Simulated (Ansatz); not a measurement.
# One shape, several levels: CF3 (trifluoromethyl radical)

Aim: a comparison of 6 runs (U-wB97X/STO-3G, UB3LYP/STO-3G, UBHLYP/STO-3G, UBLYP/STO-3G, UPBE/STO-3G, UMP2/STO-3G) of CF3 (trifluoromethyl radical). 

The calculation is run with Ansatz 0.2.0.

31 further runs of the same task are left out: 6 that didn't finish, 25 set aside as unsound or not needed.

## Step 1: The molecule

CF3 has 4 atoms, charge 0, and is taken as a doublet. As SMILES, `F[C](F)F`. The F4–C2 distance was set to 1.641 Å, away from the relaxed value.

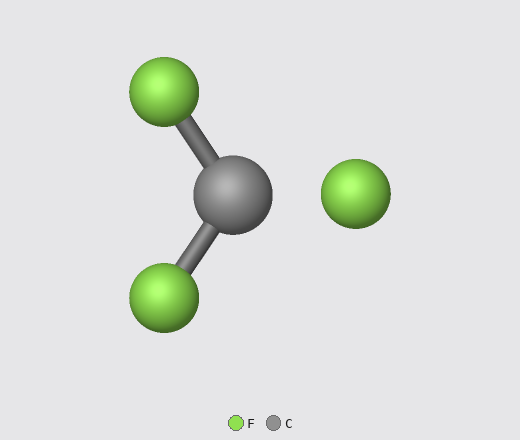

The structure, seen from a chosen angle (fluorine green, carbon grey).

## Step 2: The energy at U-wB97X/STO-3G (run 1)

The input, run.yaml:

```yaml
crystal:
  periodic: [false, false, false]
  atoms:
    - symbol: F
      position_ang: [-1.389400, -0.259849, 0.245200]
    - symbol: C
      position_ang: [-0.201400, -0.344249, -0.306900]
    - symbol: F
      position_ang: [0.497000, -1.329649, 0.207100]
    - symbol: F
      position_ang: [0.608100, 1.079500, -0.205900]
basis:
  gaussian: {orbitals: STO-3G}
magnetization: {spin_polarized: true, initial_magnetization: 1}
hamiltonian: {xc: {name: wB97X}}
accuracy: high
```

Launch:

```sh
$ ansatz run run.yaml --threads 1 --pin off --max-ram 2610MiB --events-out events.jsonl --progress --plain --runs-dir runs
```

Log:

```text
Warning: RAYON_NUM_THREADS=1 ignored (pool sized by the plan → 1); use --threads N
Functional definition: wB97X
  name "wB97X"
  parameter omega = 0.3/bohr
  parameter cx = 0.157706
  parameter cx1 = 0.726479
  parameter cx2 = 1.04760
  parameter cx3 = -5.70635
  parameter cx4 = 13.2794
  parameter css1 = -4.33879
  parameter css2 = 18.2308
  parameter css3 = -31.7430
  parameter css4 = 17.2901
  parameter cos1 = 2.37031
  parameter cos2 = -11.3995
  parameter cos3 = 6.58405
  parameter cos4 = -3.78132
  exchange = spin_sum(e_x_unif_sr(omega)*poly(b97_u_x, 1 - cx, cx1, cx2, cx3, cx4)) + cx*exact_x_sr(omega)
      + exact_x_lr(omega)
  correlation = spin_sum(e_c_pw_same_spin*poly(b97_u_same, 1, css1, css2, css3, css4))
      + integral(e_c_pw_opposite_spin*poly(b97_u_opposite, 1, cos1, cos2, cos3, cos4))
368 factors; integrals over basis functions are off by at most 3.4e-8 eV
139 factors; integrals over basis functions are off by at most 9.0e-10 eV
mean field evaluation 1: about -9049.0167 eV, gradient 2.1e1 eV
mean field evaluation 2: about -9049.4039 eV, gradient 2.3e1 eV
mean field evaluation 4: about -9052.8247 eV, gradient 1.1e0 eV
mean field evaluation 8: about -9052.8295 eV, gradient 5.6e-2 eV
mean field evaluation 16: about -9052.8296 eV, gradient 1.2e-4 eV
mean field -9052.82959235 eV, -332.6853512906 hartree, gradient 5.7e-8 eV, S^2 0.756115; 0 other end points of the search recorded, 0 dependent functions left out
reference -9052.82959173 eV, -332.6853512677 hartree; 17, 16 occupied and 3, 4 virtual orbitals, 368 factors
Total energy: -9052.82959173 eV, -332.6853512677 hartree
```

Run time: 8.7 s. Hardware: 1 thread of Arm Neoverse V2, shared host; peak memory 0.37 GiB.

## Step 3: The energy at UB3LYP/STO-3G (run 2)

The input, input.yaml:

```yaml
crystal:
  periodic: [false, false, false]
  atoms:
    - {symbol: F, position_ang: [-1.389400, -0.259849, 0.245200]}
    - {symbol: C, position_ang: [-0.201400, -0.344249, -0.306900]}
    - {symbol: F, position_ang: [0.497000, -1.329649, 0.207100]}
    - {symbol: F, position_ang: [0.608100, 1.079500, -0.205900]}
basis:
  gaussian: {orbitals: STO-3G}
total_charge: 0
magnetization: {spin_polarized: true, initial_magnetization: 1}
hamiltonian: {xc: {name: B3LYP}}
accuracy: high
```

Launch:

```sh
$ ansatz run input.yaml --threads 1 --pin off --max-ram 2610MiB --events-out events.jsonl --progress --plain --runs-dir runs
```

Log:

```text
Warning: RAYON_NUM_THREADS=1 ignored (pool sized by the plan → 1); use --threads N
Functional definition: B3LYP
  name "B3LYP"
  parameter a0 = 0.2
  parameter ax = 0.72
  parameter ac = 0.81
  exchange = (1 - a0 - ax)*slater_x + ax*b88_x + a0*exact_x
  correlation = (1 - ac)*vwn_rpa_c + ac*lyp_c
368 factors; integrals over basis functions are off by at most 3.4e-8 eV
mean field evaluation 1: about -9051.1135 eV, gradient 1.6e1 eV
mean field evaluation 2: about -9037.5016 eV, gradient 4.9e1 eV
mean field evaluation 4: about -9053.1410 eV, gradient 2.1e0 eV
mean field evaluation 8: about -9053.1712 eV, gradient 5.8e-2 eV
mean field evaluation 16: about -9053.1712 eV, gradient 1.2e-5 eV
mean field -9053.17119358 eV, -332.6979049044 hartree, gradient 2.3e-8 eV, S^2 0.754764; 0 other end points of the search recorded, 0 dependent functions left out
reference -9053.17120872 eV, -332.6979054606 hartree; 17, 16 occupied and 3, 4 virtual orbitals, 368 factors
Total energy: -9053.17120872 eV, -332.6979054606 hartree
```

Wall time 1.9 s (1 thread of Arm Neoverse V2, shared host); peak memory 0.12 GiB.

Runs 3 to 5 aren't shown in full; the table further down has their settings and results.

## Step 4: A single-point energy at UMP2/STO-3G (run 6)

run.yaml, as its differences from that of step 2:

```diff
@@ -12,5 +12,10 @@
 basis:
-  gaussian: {orbitals: STO-3G}
-magnetization: {spin_polarized: true, initial_magnetization: 1}
-hamiltonian: {xc: {name: wB97X}}
+  gaussian:
+    orbitals: STO-3G
+magnetization:
+  spin_polarized: true
+  initial_magnetization: 1
+correlation:
+  method: mp2
+  frozen_orbitals: {C: 1, F: 1}
 accuracy: high
```

Launch:

```sh
$ ansatz run run.yaml --threads 1 --pin off --max-ram 2610MiB --events-out events.jsonl --progress --plain --runs-dir runs
```

Log:

```text
Warning: RAYON_NUM_THREADS=1 ignored (pool sized by the plan → 1); use --threads N
Functional definition: HF
  name "HF"
  exchange = exact_x
  correlation = 0
368 factors; integrals over basis functions are off by at most 3.4e-8 eV
mean field evaluation 1: about -9012.6226 eV, gradient 2.4e1 eV
mean field evaluation 2: about -9012.7875 eV, gradient 2.4e1 eV
mean field evaluation 4: about -9018.3542 eV, gradient 2.8e0 eV
mean field evaluation 8: about -9018.5556 eV, gradient 2.1e-1 eV
mean field evaluation 16: about -9018.5537 eV, gradient 2.7e-6 eV
mean field evaluation 32: about -9014.9145 eV, gradient 4.3e0 eV
mean field -9018.55369266 eV, -331.4257352101 hartree, gradient 7.9e-8 eV, S^2 0.814428; 3 other end points of the search recorded, 0 dependent functions left out
4 core orbitals not correlated: weight in the atoms' cores, before any rotation towards them, 1.000 or more for the frozen orbitals, at most 0.000 for the correlated occupied ones
reference -9018.55369266 eV, -331.4257352101 hartree; 13, 12 occupied and 3, 4 virtual orbitals, 368 factors
second order -2.67488061 eV of doubles, -0.00000000 eV of singles
Total energy: -9021.22857327 eV, -331.5240352593 hartree
```

Run time: 0.18 s. Hardware: 1 thread of Arm Neoverse V2, shared host.

## Step 5: All runs side by side

| run | level | frozen core orbitals | energy (Eh) | ⟨S²⟩ | wall time |
| --- | --- | --- | --- | --- | --- |
| 1 | U-wB97X/STO-3G | – | -332.685351 | 0.756 | 8.7 s |
| 2 | UB3LYP/STO-3G | – | -332.697905 | 0.755 | 1.9 s |
| 3 | UBHLYP/STO-3G | – | -332.623247 | 0.761 | 1.8 s |
| 4 | UBLYP/STO-3G | – | -332.625663 | 0.752 | 1.7 s |
| 5 | UPBE/STO-3G | – | -332.401287 | 0.752 | 1.8 s |
| 6 | UMP2/STO-3G | 4 | -331.524035 | 0.814 | 0.18 s |

## Step 6: What came out

```
                                          quantity          value
                               run 6: total energy  -331.52404 Eh
run 6: correlation energy (4 core orbitals frozen)      -98.3 mEh
          run 6: ⟨S²⟩ of the reference determinant          0.814
```

What this shows: Totals of different functionals can't be ranked against each other. In runs 1, 2, 3, 4, 5, 6 the basis is minimal, so the values are rough. All runs together took 16 s, the longest 8.7 s.
